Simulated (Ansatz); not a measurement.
# Lattice dynamics of LiSc (built on the sites of a database entry of ScCu), part 2 of 2

The cell of LiSc (built on the sites of a database entry of ScCu) is at rest. What are its phonons? After the zone centre comes a 4×4×4 q mesh on a 12×12×12 k mesh.

Ansatz 0.2.0; DFT PBEsol, scalar-relativistic, plane waves, PAW.

So far. Step 2 (Linear response at the zone centre): Before it was imposed, the acoustic sum rule was missed by 1.5e-4 eV/Å². Small misses are needed for a sound result but don't prove that mesh and cutoff are converged. The lowest optical mode is real, 366 cm⁻¹.

The structure was built from a prototype and need not be the compound's stable phase.

**3. Response at finite wavevector (continued)**

The phonon density of states has structure finer than the step of the table below, so its rows give means over 20 cm⁻¹, whole bins alone (the curve runs from 2.5 to 368 cm⁻¹). Peaks (cm⁻¹: height): 112.5: 0.0479, 127.5: 0.0604, 317.5: 0.0591, 352.5: 0.0743.

Tetrahedra on a 20×20×20 mesh, mean over bins of 5 cm-1. Interpolated from a 4×4×4 q mesh. The phonon density of states by wavenumber; means over each step:

```csv
wavenumber (cm⁻¹),phonon density of states (1/cm⁻¹/cell)
20,4.2e-4
40,0.00200
60,0.00562
80,0.0220
100,0.0420
120,0.0448
140,0.0216
160,0.00895
180,0.00260
200,6.2e-7
220,0
240,0
260,0
280,0
300,0.0166
320,0.0467
340,0.0441
```

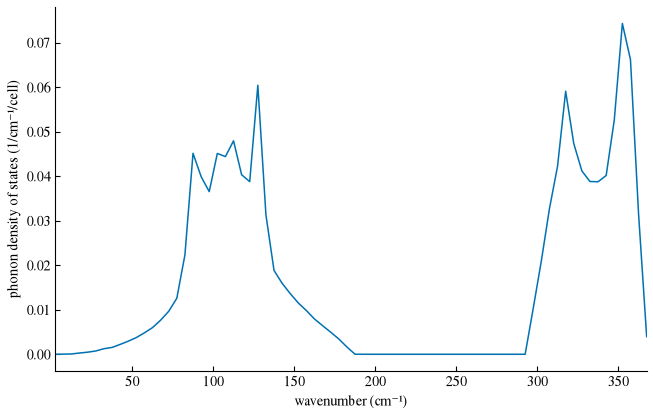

Phonon density of states, plotted against wavenumber.

The partial phonon density of states has structure finer than the step of the table below, so its rows give means over 25 cm⁻¹, whole bins alone (the curve runs from -10 to 389 cm⁻¹). Peaks (cm⁻¹: height): Li 318.6: 0.0505, 353.8: 0.0664; Sc 128.0: 0.0490.

Phonopy on the run's constants, 17x17x17 mesh, Gaussian sigma 2.8 cm-1. Interpolated from a 4×4×4 q mesh. Partial phonon density of states against wavenumber; means over each step; values in 1/cm⁻¹/cell:

```csv
wavenumber (cm⁻¹),Li,Sc
25,1.0e-4,7.1e-4
50,4.1e-4,0.00307
75,0.00145,0.0146
100,0.00227,0.0397
125,0.00112,0.0393
150,3.0e-4,0.0127
175,5.1e-5,0.00426
200,0,3.1e-5
225,0,0
250,0,0
275,1.2e-6,0
300,0.0165,9.4e-4
325,0.0424,0.00231
350,0.0509,0.00219
375,0.00455,2.8e-4
```

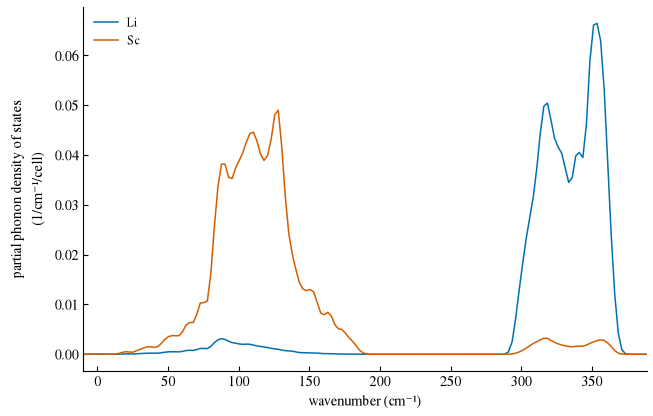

Partial phonon density of states against wavenumber.

Second derivatives of the energy by pair, one row for each kind of neighbour of each atom listed. Each entry sums the pair over the periodic images of the supercell that the q mesh stands for, and in a polar crystal it holds the long-range dipole part too. Force constants by pair, by row:

```csv
atom,neighbour,distance (Å),third of the trace (eV/Å²),along the pair's line (eV/Å²)
Sc1,itself,0,2.966,–
Sc1,Li,2.989,-0.3289,-0.8375
Sc1,Sc,3.451,-0.1322,-0.2378
Sc1,Sc,4.88,0.1158,0.239
Sc1,Li,5.723,-0.0206,-0.0713
Sc1,Sc,5.977,-0.0534,-0.1548
Sc1,Sc,6.902,-0.0375,-0.0912
Li2,itself,0,2.747,–
Li2,Sc,2.989,-0.3289,-0.8375
Li2,Li,3.451,0.0681,0.2143
Li2,Li,4.88,-0.0094,-0.0503
Li2,Sc,5.723,-0.0206,-0.0713
Li2,Li,5.977,-9.00e-4,-0.0099
Li2,Li,6.902,-0.0076,-0.0219
```

Harmonic thermodynamic functions per atom, from the density of states. Interpolated from a 4×4×4 q mesh. Thermodynamic functions, by row:

```csv
T (K),F_vib (meV/atom),S (J/mol-atom/K),C_V (J/mol-atom/K)
0,41.5,0,0
50,41.12,2.663,5.866
100,38.13,8.897,12.45
200,22.85,20.14,19.65
300,-2.66,28.69,22.26
400,-35.93,35.26,23.36
500,-75.31,40.54,23.91
600,-119.7,44.93,24.21
700,-168.2,48.67,24.4
800,-220.4,51.94,24.53
900,-275.8,54.84,24.61
1000,-334,57.43,24.68
```

Harmonic mean-square displacement, third of the trace. Interpolated from a 4×4×4 q mesh. Mean square displacements, by row:

```csv
T (K),Sc1 U_eq (Å²),Li2 U_eq (Å²)
0,0.00347,0.00824
100,0.00597,0.00975
300,0.01566,0.01786
600,0.03088,0.03294
```

Symmetry leaves 10 wavevectors to solve. The lowest mode among them, the acoustic zeros apart, lies at q = (0, 0.25, 0.25) and is real, 67.7 cm⁻¹.

**4. Another isotope**

An isotope changes the mass and not the force constants, so no new electronic calculation is needed; the shifts show which modes move this element.

The same force constants with the mass of Li changed from 6.940 to 6.015 u (phonopy, no LO-TO term). Both lists are sorted by frequency; levels can cross, so a row need not hold one and the same mode. Modes under 3 cm⁻¹ are left out. Isotope shifts, by row:

```csv
q,rank,natural mass (cm⁻¹),changed mass (cm⁻¹)
0 0 0,4,365.9,389.5
0 0 0,5,365.9,389.5
0 0 0,6,365.9,389.5
0 0 0.25,1,85.77,86.24
0 0 0.25,2,85.77,86.24
0 0 0.25,3,101.6,102
0 0 0.25,4,347.7,371.8
0 0 0.25,5,358.5,383
0 0 0.25,6,358.5,383
0 0 -0.5,1,113,113
0 0 -0.5,2,126,126
0 0 -0.5,3,126,126
0 0 -0.5,4,312.4,335.5
0 0 -0.5,5,348.2,374.1
0 0 -0.5,6,348.2,374.1
0 0.25 0.25,1,67.7,68.23
0 0.25 0.25,2,98.71,98.98
0 0.25 0.25,3,134.1,134.1
0 0.25 0.25,4,336.7,361.7
0 0.25 0.25,5,341.6,364.1
0 0.25 0.25,6,358.3,383.8
```

A mode of this element alone would shift by +7.41 %. The highest zone-centre frequency without the field goes from 365.9 to 389.5 cm⁻¹ (+6.5 %). The product of the frequency ratios over all optical modes at Γ is 1.206; the product rule, (m/m′)^(3k/2) (M′/M)^(3/2) with k = 1 such atoms and M the mass of the cell, gives 1.206.

**5. What came out**

```json
{
 "space group (within 0.01 Å)": "Pm-3m",
 "volume per atom": "20.5 Å³",
 "electronic character": "no gap on this mesh",
 "highest optical mode at the zone centre (no LO-TO term)": "366 cm⁻¹",
 "lowest optical zone-centre mode": "366 cm⁻¹",
 "lowest mode on the q mesh (acoustic modes at Γ apart)": "67.7 cm⁻¹",
 "highest frequency on the path or at a solved wavevector": "368 cm⁻¹",
 "zero-point energy per atom": "41.5 meV",
 "heat capacity at 300 K": "22.3 J/(mol atoms K)",
 "vibrational entropy at 300 K": "28.7 J/(mol atoms K)",
 "Debye temperature (second moment)": "465 K",
 "imaginary modes on the 4×4×4 q mesh": "none"
}
```

In words: The structure is a minimum as far as tested: no mode is imaginary at the 10 irreducible wavevectors of the 4×4×4 mesh, and the softest away from the acoustic zeros lies at 68 cm⁻¹. The optical modes at Γ form one degenerate level at 366 cm⁻¹. The highest mode in this list at Γ, 365.9 cm⁻¹, is mostly motion of Li (87 % of the kinetic energy). On the path and the mesh, the widest gap between branches runs from 186 to 296 cm⁻¹. With no gap, or one that is small against the smearing, the frequencies hang on the k mesh and the smearing, most of all near Kohn anomalies. The starting cell was built on a prototype and not taken from a measurement, so the phase need not exist. These are harmonic frequencies at zero temperature: anharmonic shifts, linewidths and thermal expansion are left out.

[Logs are printed without paths, hosts, clocks, repeated set-up lines and the standing remarks that a program may print on its own settings, such as how far it seeks lower states.]

[Hosts, paths, dates, database ids (printed as entryN), source tags and the programs' standing remarks are cut or masked in the printed files.]
